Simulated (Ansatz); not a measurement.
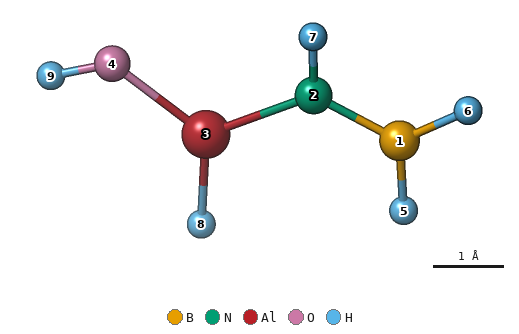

*The structure as given in the input (ball-and-stick view, seen at a tilt; atoms are numbered from 1 in the order of the input). Sticks mark near contacts.*

Nudged elastic band of AlBNH5O

The run: nudged elastic band of AlBNH5O. Method and program: RKS B3LYP-D4/cc-pVDZ (Ansatz 0.2.0).

It belongs to a series of runs on one base structure; here: band between the two ends. Figures and captions count atoms from 1; the log counts them from 0 in places.

### Output
```
Engine: ansatz 0.2.0, x86_64-unknown-linux-gnu
Functional definition: B3LYP
  parameter a0 = 0.2
  parameter ax = 0.72
  parameter ac = 0.81
  exchange = (1 - a0 - ax)*slater_x + ax*b88_x + a0*exact_x
  correlation = (1 - ac)*vwn_rpa_c + ac*lyp_c
906 factors; integrals over basis functions are off by at most 2.7e-4 eV
mean field evaluation 1: about -10884.3272 eV, gradient 7.6e1 eV
mean field evaluation 2: about -10852.8028 eV, gradient 1.4e2 eV
mean field evaluation 4: about -10895.1718 eV, gradient 1.0e1 eV
mean field evaluation 8: about -10895.4063 eV, gradient 5.1e-1 eV
mean field evaluation 16: about -10895.4070 eV, gradient 1.3e-5 eV
mean field -10895.40704516 eV, -400.3988237376 hartree, gradient 1.3e-5 eV, S^2 0.000000; 0 other end points of the search recorded, 0 dependent functions left out
the calculation of the forces begins
reference -10895.40731688 eV, -400.3988337231 hartree; 19, 19 occupied and 66, 66 virtual orbitals, 906 factors
906 factors; integrals over basis functions are off by at most 3.9e-4 eV
mean field evaluation 32: about -10895.3984 eV, gradient 5.9e-5 eV
mean field -10895.39839300 eV, -400.3985057763 hartree, gradient 5.9e-5 eV, S^2 0.000000; 0 other end points of the search recorded, 0 dependent functions left out
[... from here on the field's lines of each further geometry are left out, up to the last ...]
NEB iter   1: max|band force component| = 7.503e1 eV/Å  barrier→ = 28.0210 eV  barrier← = 28.0206 eV  Δτ_max = 0.1954 Å  (177 SCF iters)
NEB iter   2: max|band force component| = 3.367e1 eV/Å  barrier→ = 17.0015 eV  barrier← = 17.0012 eV  Δτ_max = 0.1960 Å  (152 SCF iters)
NEB iter   3: max|band force component| = 1.579e1 eV/Å  barrier→ = 8.2257 eV  barrier← = 8.2254 eV  Δτ_max = 0.1968 Å  (150 SCF iters)
NEB iter   4: max|band force component| = 7.202e0 eV/Å  barrier→ = 3.7249 eV  barrier← = 3.7246 eV  Δτ_max = 0.1959 Å  (142 SCF iters)
NEB iter   5: max|band force component| = 3.581e0 eV/Å  barrier→ = 1.4592 eV  barrier← = 1.4588 eV  Δτ_max = 0.1904 Å  (145 SCF iters)
NEB iter   6: max|band force component| = 1.093e0 eV/Å  barrier→ = 0.4068 eV  barrier← = 0.4065 eV  Δτ_max = 0.1405 Å  (142 SCF iters)
NEB iter   7: max|band force component| = 7.438e-1 eV/Å  barrier→ = 0.3653 eV  barrier← = 0.3650 eV  Δτ_max = 0.1641 Å  (140 SCF iters)
NEB iter   8: max|band force component| = 5.050e-1 eV/Å  barrier→ = 0.3570 eV  barrier← = 0.3567 eV  Δτ_max = 0.1381 Å  (142 SCF iters)
NEB iter   9: max|band force component| = 3.633e-1 eV/Å  barrier→ = 0.3518 eV  barrier← = 0.3514 eV  CI = image 3  Δτ_max = 0.2000 Å  (144 SCF iters)
NEB iter  10: max|band force component| = 6.517e-1 eV/Å  barrier→ = 0.3462 eV  barrier← = 0.3459 eV  CI = image 3  Δτ_max = 0.1003 Å  (142 SCF iters)
NEB iter  11: max|band force component| = 5.627e-1 eV/Å  barrier→ = 0.3379 eV  barrier← = 0.3375 eV  CI = image 3  Δτ_max = 0.1001 Å  (144 SCF iters)
NEB iter  12: max|band force component| = 2.223e-1 eV/Å  barrier→ = 0.3296 eV  barrier← = 0.3293 eV  CI = image 3  Δτ_max = 0.1119 Å  (145 SCF iters)
NEB iter  13: max|band force component| = 1.324e-1 eV/Å  barrier→ = 0.3200 eV  barrier← = 0.3196 eV  CI = image 3  Δτ_max = 0.0743 Å  (147 SCF iters)
NEB iter  14: max|band force component| = 1.048e-1 eV/Å  barrier→ = 0.3150 eV  barrier← = 0.3146 eV  CI = image 3  Δτ_max = 0.0601 Å  (147 SCF iters)
NEB iter  15: max|band force component| = 9.587e-2 eV/Å  barrier→ = 0.3115 eV  barrier← = 0.3112 eV  CI = image 3  Δτ_max = 0.0630 Å  (148 SCF iters)
NEB iter  16: max|band force component| = 8.413e-2 eV/Å  barrier→ = 0.3067 eV  barrier← = 0.3063 eV  CI = image 3  Δτ_max = 0.0844 Å  (144 SCF iters)
NEB iter  17: max|band force component| = 1.471e-1 eV/Å  barrier→ = 0.2971 eV  barrier← = 0.2967 eV  CI = image 3  Δτ_max = 0.0422 Å  (144 SCF iters)
NEB iter  18: max|band force component| = 1.464e-1 eV/Å  barrier→ = 0.2911 eV  barrier← = 0.2907 eV  CI = image 3  Δτ_max = 0.0849 Å  (140 SCF iters)
NEB iter  19: max|band force component| = 3.757e-1 eV/Å  barrier→ = 0.2771 eV  barrier← = 0.2767 eV  CI = image 3  Δτ_max = 0.0424 Å  (144 SCF iters)
NEB iter  20: max|band force component| = 1.424e-1 eV/Å  barrier→ = 0.2698 eV  barrier← = 0.2694 eV  CI = image 3  Δτ_max = 0.0844 Å  (134 SCF iters)
NEB iter  21: max|band force component| = 1.444e-1 eV/Å  barrier→ = 0.2538 eV  barrier← = 0.2535 eV  CI = image 3  Δτ_max = 0.0844 Å  (146 SCF iters)
NEB iter  22: max|band force component| = 1.477e-1 eV/Å  barrier→ = 0.2369 eV  barrier← = 0.2366 eV  CI = image 3  Δτ_max = 0.0844 Å  (145 SCF iters)
NEB iter  23: max|band force component| = 1.534e-1 eV/Å  barrier→ = 0.2200 eV  barrier← = 0.2196 eV  CI = image 3  Δτ_max = 0.0849 Å  (142 SCF iters)
NEB iter  24: max|band force component| = 1.603e-1 eV/Å  barrier→ = 0.2041 eV  barrier← = 0.2038 eV  CI = image 3  Δτ_max = 0.0849 Å  (144 SCF iters)
NEB iter  25: max|band force component| = 1.627e-1 eV/Å  barrier→ = 0.1896 eV  barrier← = 0.1893 eV  CI = image 3  Δτ_max = 0.0853 Å  (143 SCF iters)
NEB iter  26: max|band force component| = 2.479e0 eV/Å  barrier→ = 0.1944 eV  barrier← = 0.1940 eV  CI = image 5  Δτ_max = 0.0424 Å  (143 SCF iters)
NEB iter  27: max|band force component| = 6.865e-1 eV/Å  barrier→ = 0.1790 eV  barrier← = 0.1786 eV  CI = image 3  Δτ_max = 0.0848 Å  (144 SCF iters)
NEB iter  28: max|band force component| = 2.388e-1 eV/Å  barrier→ = 0.1682 eV  barrier← = 0.1678 eV  CI = image 3  Δτ_max = 0.1589 Å  (144 SCF iters)
NEB iter  29: max|band force component| = 2.066e-1 eV/Å  barrier→ = 0.1565 eV  barrier← = 0.1561 eV  CI = image 3  Δτ_max = 0.0740 Å  (140 SCF iters)
NEB iter  30: max|band force component| = 1.821e-1 eV/Å  barrier→ = 0.1524 eV  barrier← = 0.1520 eV  CI = image 3  Δτ_max = 0.0525 Å  (146 SCF iters)
NEB iter  31: max|band force component| = 1.220e-1 eV/Å  barrier→ = 0.1502 eV  barrier← = 0.1498 eV  CI = image 3  Δτ_max = 0.0529 Å  (136 SCF iters)
NEB iter  32: max|band force component| = 7.837e-2 eV/Å  barrier→ = 0.1491 eV  barrier← = 0.1487 eV  CI = image 3  Δτ_max = 0.0135 Å  (141 SCF iters)
NEB iter  33: max|band force component| = 6.268e-2 eV/Å  barrier→ = 0.1479 eV  barrier← = 0.1476 eV  CI = image 3  Δτ_max = 0.1249 Å  (119 SCF iters)
NEB iter  34: max|band force component| = 3.130e-1 eV/Å  barrier→ = 0.1463 eV  barrier← = 0.1459 eV  CI = image 3  Δτ_max = 0.0628 Å  (135 SCF iters)
NEB iter  35: max|band force component| = 1.572e-1 eV/Å  barrier→ = 0.1437 eV  barrier← = 0.1433 eV  CI = image 3  Δτ_max = 0.0627 Å  (141 SCF iters)
NEB iter  36: max|band force component| = 1.862e-1 eV/Å  barrier→ = 0.1417 eV  barrier← = 0.1414 eV  CI = image 3  Δτ_max = 0.0260 Å  (146 SCF iters)
the calculation of the forces begins
reference -10895.27092922 eV, -400.3938215688 hartree; 19, 19 occupied and 66, 66 virtual orbitals, 906 factors
906 factors; integrals over basis functions are off by at most 2.9e-4 eV
mean field evaluation 1440: about -10895.2658 eV, gradient 4.8e-1 eV
mean field -10895.26645948 eV, -400.3936573091 hartree, gradient 6.2e-6 eV, S^2 0.000000; 1 other end points of the search recorded, 0 dependent functions left out
the calculation of the forces begins
reference -10895.26673030 eV, -400.3936672614 hartree; 19, 19 occupied and 66, 66 virtual orbitals, 906 factors
NEB iter  37: max|band force component| = 2.065e-2 eV/Å  barrier→ = 0.1410 eV  barrier← = 0.1407 eV  CI = image 3  Δτ_max = 0.0000 Å  (265 SCF iters)
```

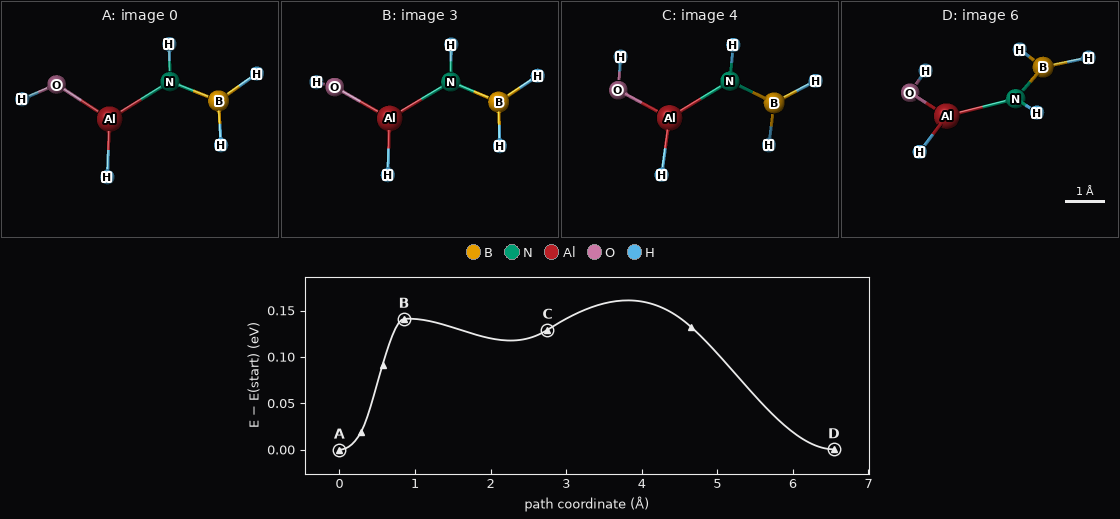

*Images of the last band (counted from 0; ball-and-stick, seen on its broad side) above the energy along the path; the line is a cubic interpolation that uses the forces.*

The highest image is number 3, 0.141 eV above the start and 0.141 eV above the end (the climbing image); start and end have the same energy. The path is 6.54 Å long. The band converged in 37 iterations.

```
Total energy: -10895.49218600 eV, -400.4019526056 hartree
Atom 0 at    -0.268835     1.553680    -0.918902 Å, force     0.009481     0.008565    -0.004258 eV/Å
Atom 1 at    -0.309348     0.651577     0.160378 Å, force     0.001629     0.005260     0.003266 eV/Å
Atom 2 at     0.469029    -1.002405     0.144322 Å, force     0.002277    -0.007787    -0.011706 eV/Å
Atom 3 at     0.352065    -1.952153     1.565611 Å, force     0.015135     0.008431     0.023875 eV/Å
Atom 4 at     0.323351     1.230829    -1.923936 Å, force    -0.008787    -0.002808    -0.001210 eV/Å
Atom 5 at    -0.811580     2.631857    -0.845973 Å, force    -0.003249     0.001159     0.000027 eV/Å
Atom 6 at    -0.811714     0.964041     0.990382 Å, force    -0.002569    -0.003218     0.000503 eV/Å
Atom 7 at     1.298734    -1.469556    -1.106038 Å, force     0.000603     0.000412    -0.000542 eV/Å
Atom 8 at    -0.241703    -2.607859     1.934166 Å, force    -0.014521    -0.010014    -0.009955 eV/Å
Dipole moment:    -0.268649    -0.309542     0.305027 e Å
this run last wrote the band of iteration 37 to [file]
```

### The last band as extended XYZ (Å, eV, eV/Å)
```
9
Properties=species:S:1:pos:R:3:forces:R:3 image=0 energy=-10895.63292
B    -0.2891    1.5746   -0.9216    0.0037  -0.0080  -0.0004
N    -0.3792    0.6729    0.1542   -0.0023   0.0121  -0.0071
Al    0.3705   -0.9896    0.1757    0.0043  -0.0094  -0.0002
O     0.0793   -1.8547    1.6432    0.0009   0.0053  -0.0069
H     0.3256    1.2403   -1.9101   -0.0031   0.0010   0.0058
H    -0.8141    2.6623   -0.8629    0.0015  -0.0004  -0.0026
H    -0.9045    0.9899    0.9682   -0.0015  -0.0014   0.0044
H     1.1968   -1.5503   -1.0428   -0.0055   0.0045   0.0075
H     0.4147   -2.7454    1.7961    0.0020  -0.0036  -0.0005
9
Properties=species:S:1:pos:R:3:forces:R:3 image=1 energy=-10895.61394
B    -0.3129    1.5656   -0.9263    0.0144   0.0119   0.0003
N    -0.3041    0.6785    0.1640   -0.0002   0.0117   0.0048
Al    0.4434   -0.9847    0.1677   -0.0373  -0.0060   0.0066
O     0.1304   -1.8171    1.6455   -0.0985   0.0101   0.0052
H     0.2594    1.2433   -1.9434    0.0037   0.0008  -0.0015
H    -0.8831    2.6292   -0.8513    0.0025   0.0065  -0.0106
H    -0.8062    0.9793    0.9988    0.0038   0.0182  -0.0030
H     1.2576   -1.5332   -1.0647   -0.0108  -0.0268   0.0312
H     0.2156   -2.7610    1.8097    0.1224  -0.0265  -0.0330
9
Properties=species:S:1:pos:R:3:forces:R:3 image=2 energy=-10895.54148
B    -0.3089    1.5554   -0.9230    0.0177   0.0081  -0.0020
N    -0.3004    0.6618    0.1624    0.0231   0.0280  -0.0136
Al    0.4734   -0.9914    0.1487   -0.0316  -0.0101   0.0181
O     0.2808   -1.8305    1.6356   -0.1439   0.1097   0.0645
H     0.2597    1.2341   -1.9424   -0.0003   0.0085  -0.0053
H    -0.8720    2.6224   -0.8418   -0.0048   0.0021  -0.0095
H    -0.7950    0.9612    1.0020    0.0109   0.0060   0.0025
H     1.2681   -1.4979   -1.1127   -0.0215  -0.0413   0.0247
H    -0.0057   -2.7151    1.8712    0.1504  -0.1110  -0.0793
9
Properties=species:S:1:pos:R:3:forces:R:3 image=3 energy=-10895.49192
B    -0.2688    1.5537   -0.9189    0.0095   0.0086  -0.0043
N    -0.3093    0.6516    0.1604    0.0016   0.0053   0.0033
Al    0.4690   -1.0024    0.1443    0.0023  -0.0078  -0.0117
O     0.3521   -1.9522    1.5656    0.0151   0.0084   0.0239
H     0.3234    1.2308   -1.9239   -0.0088  -0.0028  -0.0012
H    -0.8116    2.6319   -0.8460   -0.0032   0.0012   0.0000
H    -0.8117    0.9640    0.9904   -0.0026  -0.0032   0.0005
H     1.2987   -1.4696   -1.1060    0.0006   0.0004  -0.0005
H    -0.2417   -2.6079    1.9342   -0.0145  -0.0100  -0.0100
9
Properties=species:S:1:pos:R:3:forces:R:3 image=4 energy=-10895.50373
B    -0.6002    1.2944   -0.8154    0.0115  -0.0019  -0.0061
N     0.2574    0.8120    0.1824   -0.0203   0.0105  -0.0031
Al    0.6414   -0.9800    0.0459   -0.0047  -0.0063   0.0035
O     0.1617   -2.0831    1.2856    0.0173  -0.0002   0.0092
H    -0.8855    0.5283   -1.7188    0.0160   0.0145  -0.0176
H    -1.0657    2.4085   -0.7946    0.0070   0.0050  -0.0015
H     0.4722    1.4274    0.9634   -0.0194  -0.0069   0.0105
H     1.4098   -1.5834   -1.1811   -0.0241  -0.0066  -0.0039
H    -0.3909   -1.8240    2.0326    0.0167  -0.0082   0.0091
9
Properties=species:S:1:pos:R:3:forces:R:3 image=5 energy=-10895.50033
B    -0.8330    1.2887   -0.3530   -0.0030  -0.0048   0.0184
N     0.4539    0.7290   -0.3279   -0.0048   0.0018  -0.0146
Al    0.6691   -1.0879   -0.1362    0.0158   0.0049  -0.0088
O     0.1634   -1.8916    1.3015   -0.0180  -0.0120  -0.0044
H    -1.7786    0.5554   -0.1423   -0.0032   0.0081   0.0406
H    -1.0113    2.4601   -0.5915    0.0006  -0.0031   0.0004
H     1.2228    1.3552   -0.5608    0.0068  -0.0038  -0.0332
H     1.3265   -1.9885   -1.2444    0.0353   0.0010   0.0071
H    -0.2127   -1.4204    2.0546   -0.0294   0.0080  -0.0055
9
Properties=species:S:1:pos:R:3:forces:R:3 image=6 energy=-10895.63257
B    -0.6471    1.3851   -0.0137    0.0010  -0.0020  -0.0002
N     0.1540    0.5064   -0.7650   -0.0004   0.0016  -0.0011
Al    0.6691   -1.1703   -0.2310    0.0008  -0.0008  -0.0010
O     0.1683   -1.7682    1.3053   -0.0003   0.0003   0.0012
H    -1.0386    1.0285    1.0772   -0.0003   0.0007   0.0000
H    -0.9451    2.4764   -0.4385    0.0000   0.0006   0.0010
H     0.4567    0.8537   -1.6746   -0.0003  -0.0010  -0.0001
H     1.5633   -2.0812   -1.1498   -0.0003   0.0010   0.0008
H    -0.3806   -1.2304    1.8901   -0.0001  -0.0004  -0.0006
```

This output came from the following input.

### Input file
```yaml
crystal:
  periodic: [false, false, false]
  atoms:
    - { symbol: B, position_ang: [-0.289103, 1.574619, -0.921597] }
    - { symbol: "N", position_ang: [-0.379213, 0.672883, 0.154226] }
    - { symbol: Al, position_ang: [0.370517, -0.989571, 0.175734] }
    - { symbol: O, position_ang: [0.079285, -1.854704, 1.643246] }
    - { symbol: H, position_ang: [0.325564, 1.240266, -1.910131] }
    - { symbol: H, position_ang: [-0.814074, 2.662286, -0.862853] }
    - { symbol: H, position_ang: [-0.904494, 0.989946, 0.968152] }
    - { symbol: H, position_ang: [1.196824, -1.550317, -1.042822] }
    - { symbol: H, position_ang: [0.414694, -2.745397, 1.796056] }
basis:
  gaussian: { orbitals: cc-pVDZ }
hamiltonian:
  xc: b3lyp
  dispersion: d4
neb:
  order_check: false
  images: 5
  f_tol: 0.05
  max_iterations: 60
  final_atoms:
    - { symbol: B, position_ang: [-0.64707436, 1.38508936, -0.01365434] }
    - { symbol: "N", position_ang: [0.15400273, 0.5063636, -0.76497936] }
    - { symbol: Al, position_ang: [0.66908673, -1.17033574, -0.23101316] }
    - { symbol: O, position_ang: [0.16829789, -1.76820665, 1.30527518] }
    - { symbol: H, position_ang: [-1.03858488, 1.02850615, 1.07722951] }
    - { symbol: H, position_ang: [-0.94513994, 2.47644122, -0.43849319] }
    - { symbol: H, position_ang: [0.45667326, 0.85369692, -1.67461733] }
    - { symbol: H, position_ang: [1.56330038, -2.08115537, -1.14982861] }
    - { symbol: H, position_ang: [-0.38056182, -1.23038849, 1.8900923] }
  initial_path:
    images:
      - { positions_ang: [[-0.289103, 1.574619, -0.921597], [-0.379213, 0.672883, 0.154226], [0.370517, -0.989571, 0.175734], [0.079285, -1.854704, 1.643246], [0.325564, 1.240266, -1.910131], [-0.814074, 2.662286, -0.862853], [-0.904494, 0.989946, 0.968152], [1.196824, -1.550317, -1.042822], [0.414694, -2.745397, 1.796056]] }
      - { positions_ang: [[-0.41263614, 1.507925, -0.91648377], [-0.22542291, 0.72692405, 0.15405592], [0.50199135, -0.94014846, 0.22884109], [0.01482189, -1.92645071, 1.41953347], [-0.08482663, 1.05535882, -1.88153781], [-0.88357721, 2.60563155, -0.86399815], [-0.51392533, 1.15227879, 0.95271596], [1.52421738, -1.41448823, -0.73008672], [0.07935759, -2.76701981, 1.63697102]] }
      - { positions_ang: [[-0.53616927, 1.441231, -0.91137055], [-0.07163281, 0.78096509, 0.15388584], [0.63346569, -0.89072591, 0.28194819], [-0.04964122, -1.99819742, 1.19582094], [-0.49521725, 0.87045165, -1.85294462], [-0.95308043, 2.5489771, -0.86514329], [-0.12335665, 1.31461158, 0.93727991], [1.85161077, -1.27865946, -0.41735145], [-0.25597882, -2.78864263, 1.47788603]] }
      - { positions_ang: [[-0.65970241, 1.374537, -0.90625732], [0.08215728, 0.83500614, 0.15371576], [0.76494004, -0.84130337, 0.33505528], [-0.11410432, -2.06994413, 0.97210841], [-0.90560788, 0.68554447, -1.82435143], [-1.02258364, 2.49232265, -0.86628844], [0.26721202, 1.47694437, 0.92184387], [2.17900415, -1.14283069, -0.10461617], [-0.59131523, -2.81026544, 1.31880105]] }
      - { positions_ang: [[-0.65549306, 1.37805445, -0.608723], [0.10610576, 0.72545862, -0.15251595], [0.73298893, -0.95098082, 0.1463658], [-0.01997025, -1.96936497, 1.083164], [-0.94993355, 0.79986503, -0.85715779], [-0.99676907, 2.48702884, -0.72369002], [0.33036577, 1.26919522, 0.0563568], [1.97376956, -1.45560558, -0.45302032], [-0.52106409, -2.28363979, 1.50923147]] }
      - { positions_ang: [[-0.65128371, 1.38157191, -0.31118867], [0.13005424, 0.61591111, -0.45874766], [0.70103783, -1.06065828, -0.04232368], [0.07416382, -1.86878581, 1.19421959], [-0.99425921, 0.91418559, 0.11003586], [-0.9709545, 2.48173503, -0.5810916], [0.39351952, 1.06144607, -0.80913026], [1.76853497, -1.76838048, -0.80142446], [-0.45081296, -1.75701414, 1.69966189]] }
      - { positions_ang: [[-0.64707436, 1.38508936, -0.01365434], [0.15400273, 0.5063636, -0.76497936], [0.66908673, -1.17033574, -0.23101316], [0.16829789, -1.76820665, 1.30527518], [-1.03858488, 1.02850615, 1.07722951], [-0.94513994, 2.47644122, -0.43849319], [0.45667326, 0.85369692, -1.67461733], [1.56330038, -2.08115537, -1.14982861], [-0.38056182, -1.23038849, 1.8900923]] }
```

Launched with:
```bash
ansatz run input.yaml --threads 1 --pin off --max-ram 2048MiB --backend cpu --events-out ev --progress --plain --runs-dir out
```

### Results in brief

```tsv
quantity	value
outcome	converged
barrier, forward	0.141 eV
barrier, backward	0.141 eV
hardware	1 thread of Intel Xeon (Sapphire Rapids), 64 GiB of memory available, shared host
wall time	7.5 min
peak memory	0.26 GiB
```

The order of the saddle point was not checked.
